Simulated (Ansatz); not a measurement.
# BFH₂O···HCl: what the fields show

The calculation's input:

```
crystal:
  periodic: [false, false, false]
  atoms:
    - { symbol: B, position_ang: [0.0, 0.0, 0.0] }
    - { symbol: H, position_ang: [0.0, 0.0, 1.54] }
    - { symbol: F, position_ang: [1.1431, 0.0, -0.66] }
    - { symbol: O, position_ang: [-1.2211, 0.0, -0.705] }
    - { symbol: H, position_ang: [-1.7308, -0.8467, -0.4965] }
    - { symbol: Cl, position_ang: [0.0968, 2.0475, 0.6811] }
    - { symbol: H, position_ang: [0.0414, 0.8758, 1.6586] }
basis:
  gaussian: { orbitals: def2-SVP }
hamiltonian:
  xc: pbe0
  dispersion: d4
relax:
  f_tol: 0.15
  max_steps: 25
  restrain:
    - { distance: [0, 5], at: 3.06, k: 30.0 }
    - { distance: [6, 1], at: 1.86, k: 30.0 }
    - { distance: [0, 1], at: 1.19, k: 30.0 }
    - { distance: [6, 5], at: 1.37, k: 30.0 }
output:
  orbitals: {}
```

Run with:

```sh
ansatz run input.yaml --threads 1 --pin off --max-ram 2048MiB --backend cpu --events-out ev --progress --plain --runs-dir out
```

The fields are those of the run's last geometry, not of the input's.

Not at a stationary point (largest force 1.3 eV/Å).

The calculation used Ansatz 0.2.0, RKS PBE0-D4/def2-SVP.

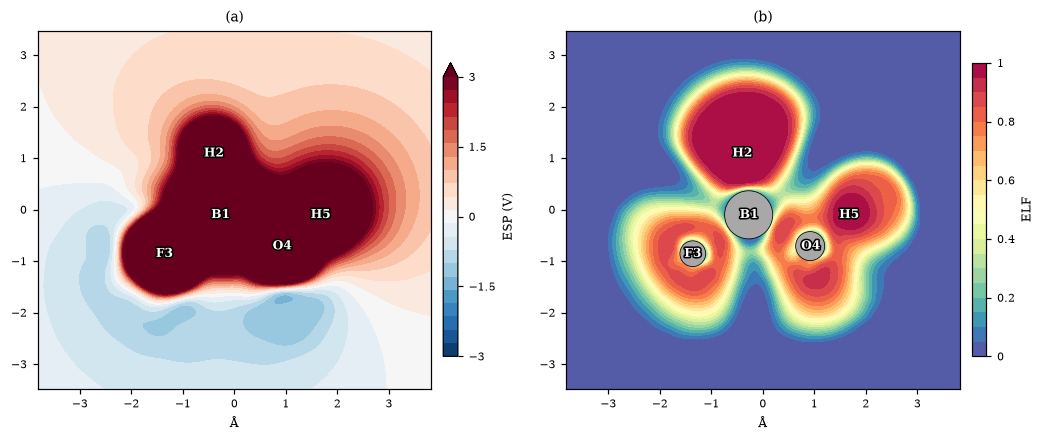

Figure 1. (a) molecular electrostatic potential; (b) ELF on the plane of atoms H2, B1 and F3. Grey discs cover the atomic cores in the ELF map.

### Describe what can be read from this map.

The section cuts through B, H, F and O sites.
B–F (1.32 Å): the ELF peaks at about 0.85 between the atoms; a shared but strongly polarised pair.
B–O (1.34 Å): the ELF peaks at about 0.90 between the atoms (a short, strongly polar bond).
O–H (0.96 Å): the ELF climbs to about 1 towards the hydrogen, as it does in any bond to H: a covalent bond by its length.
B–H (1.20 Å): the ELF climbs to about 1 towards the hydrogen (a covalent bond by its length).
The ELF also peaks beside O4 and F3, away from the bonds: lone-pair regions.
Outside the dense part of the complex the potential is most negative (−1.3 V) near O4.

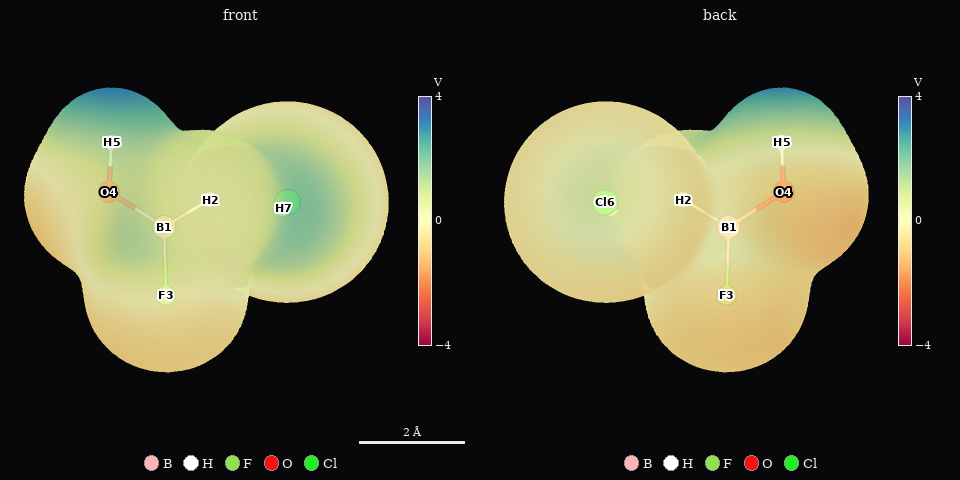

Figure 2. The molecular electrostatic potential painted on the density surface at 0.002 e/bohr³, seen from the front and from behind; red is negative and blue positive.

### Describe the electrostatic potential map.

The most negative region (about −1.2 V, or −28 kcal/mol for a unit charge) lies over O4, the most positive (about +3.1 V, or +71 kcal/mol for a unit charge) over H5. Cl6 shows a σ-hole: about +0.3 V, or +7 kcal/mol for a unit charge at the tip opposite its bond, against about −0.4 V, or −9 kcal/mol for a unit charge on its flanks. O4 is the likeliest acceptor of a hydrogen bond.

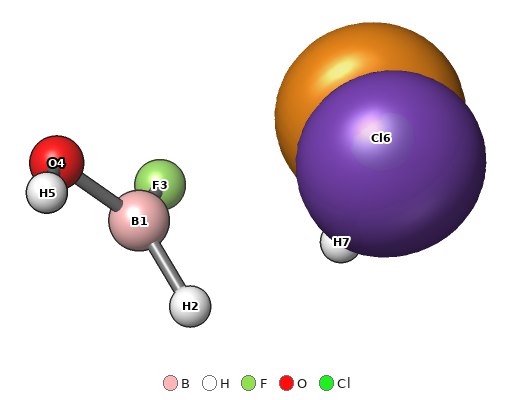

Figure 3. The HOMO−1 at ±0.15 Å⁻³ᐟ² (orange and purple are the two phases), seen from one side.

### Describe this orbital and give its energy.

Its weight (Hirshfeld) is mainly on Cl6 (about 95 %); largely a lone pair of Cl6. Its energy is −9.20 eV.

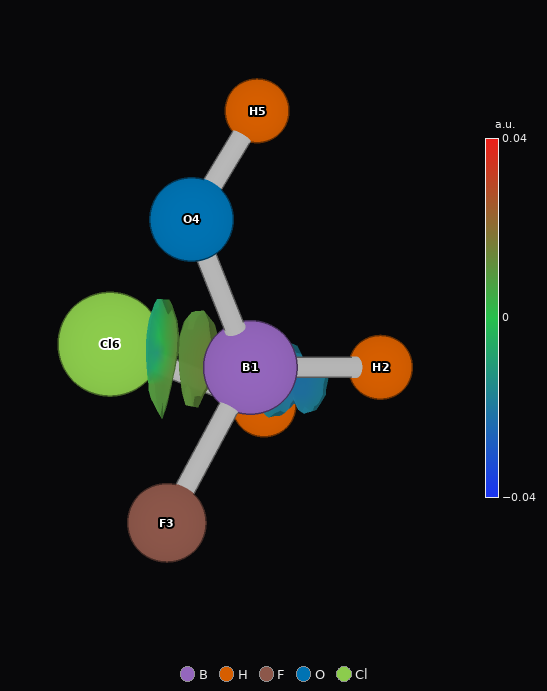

Figure 4. Non-covalent interaction (NCI) plot: the surface where the reduced density gradient is 0.4, for densities under 0.05 a.u., coloured by sign(λ₂)ρ; seen at an oblique angle.

### Which non-covalent interactions does the plot reveal?

H7···B1 (2.4 Å): a weak contact, attractive (blue-green) on one side and crowded (olive to red) on the other.
